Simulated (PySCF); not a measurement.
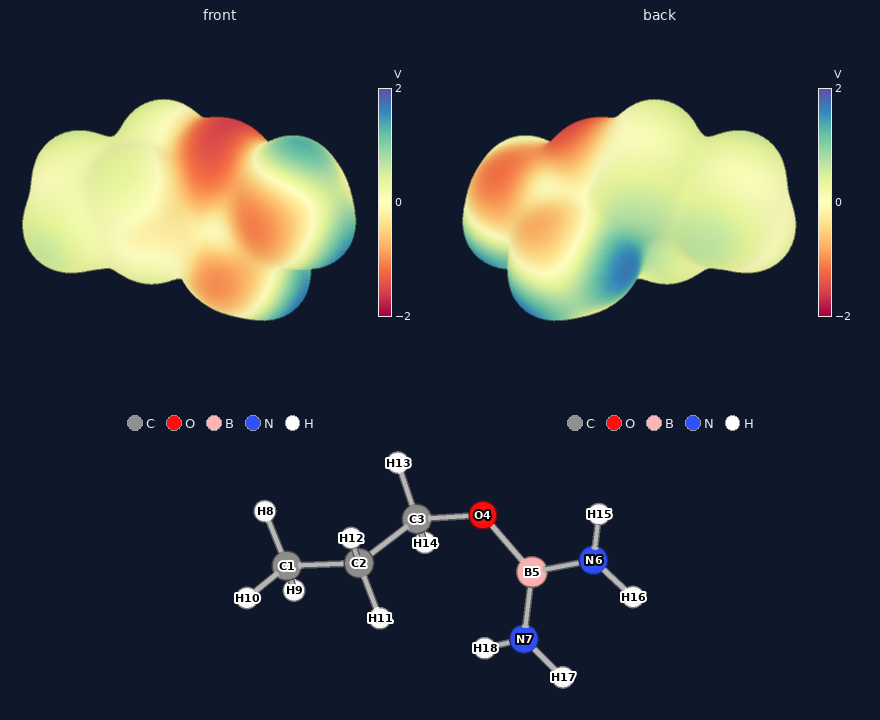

Figure 1: C3H11BN2O (SMILES CCCOB(N)N). The molecular electrostatic potential painted on the density surface at 0.002 e/bohr³, seen from the front and from behind; red is negative and blue positive. The bare structure is drawn below in the same view.

Geometry: GFN2-xTB.

These are results of PySCF, CAM-B3LYP/def2-SVPD, SCF density, gas phase, not measurements.

```xyz
18

C    -2.6693   -0.6552    0.1488
C    -1.3783    0.1390    0.2969
C    -0.5389    0.1099   -0.9843
O     0.6381    0.8612   -0.8619
B     1.7466    0.4217   -0.1740
N     2.8088    1.3461   -0.0753
N     1.8653   -0.8619    0.4156
H    -3.2855   -0.2394   -0.6450
H    -2.4548   -1.6937   -0.0950
H    -3.2391   -0.6307    1.0746
H    -0.7789   -0.2644    1.1155
H    -1.6048    1.1795    0.5357
H    -1.1084    0.5581   -1.8078
H    -0.3155   -0.9328   -1.2555
H     2.7284    2.2721   -0.4488
H     3.6680    1.1702    0.4084
H     2.7180   -1.1792    0.8364
H     1.1917   -1.5939    0.2907
```

Q: Where is the surface potential most negative and most positive?

A: The most negative region (about −1.5 V) lies over O4, the most positive (about +1.7 V) over H17 and H18. O4 is the likeliest acceptor of a hydrogen bond.
